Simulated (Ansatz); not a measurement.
Consider TiO$_{2}$ in the rutile structure (space group P4_2/mnm, No. 136; a = 4.548 Å, c = 2.917 Å). Axes: x, y, z lie along a, b, c of the conventional cell.

It is then changed as follows: the cell is compressed by 3.00 % along z with no lateral relaxation; the atoms relax in the strained cell.

The values are results of LDA (Ansatz, a quantum-chemistry and plane-wave program, PAW, no spin-orbit coupling), not measurements.

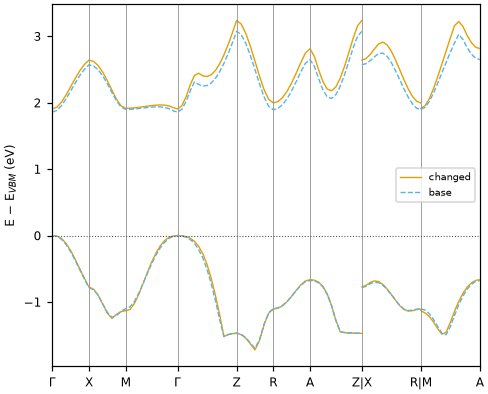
Figure. Highest valence and lowest conduction band along the path, each from its own valence-band maximum

Read the changed gap and its character from the plot.

About 1.9 eV, direct at Γ.

Semilocal Kohn–Sham gaps tend to fall short of experiment. No phonon test of stability was made. All final runs are without spin polarisation.
